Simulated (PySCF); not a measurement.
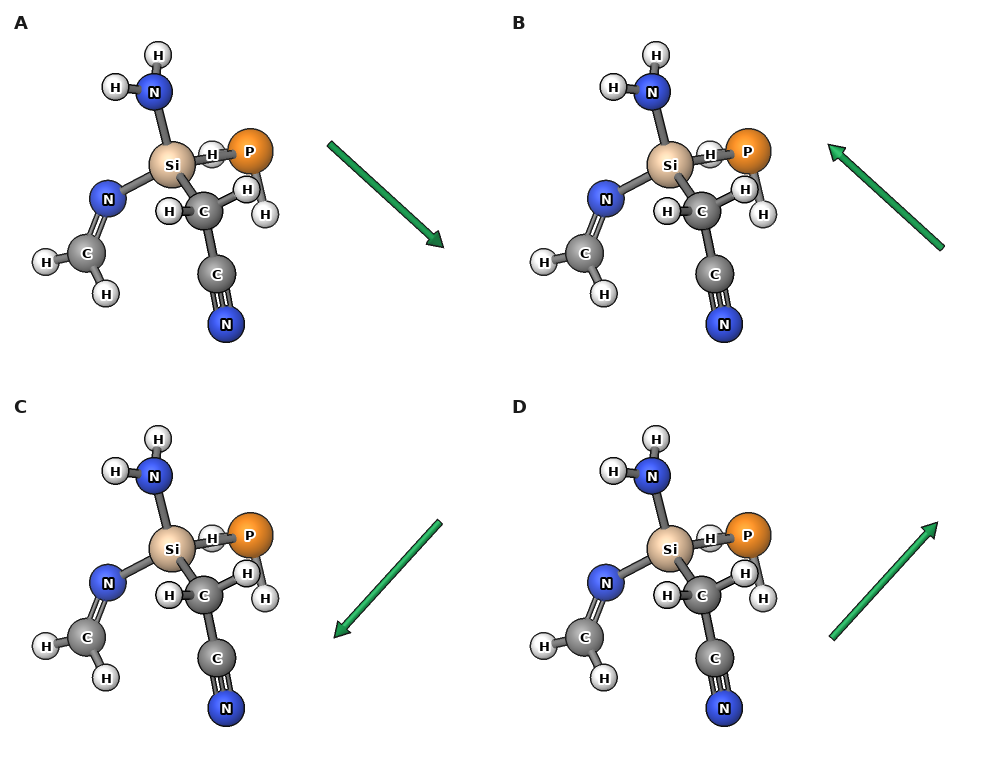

The same molecule four times, each with an arrow. The computed structure is the end point of a GFN2-xTB optimisation. No frequency run is at hand to confirm it as a minimum. Level of theory: PBE0/pcSseg-1, gas phase (PySCF 2.14.0).

Which arrow points along the dipole moment, from the negative to the positive end?

B. The dipole moment is 3.53 D.

The geometry is semi-empirical. Around P, Si such bond lengths and angles can be off by a tenth of an ångström or more and by several degrees, and values that hang on the shape move with them.
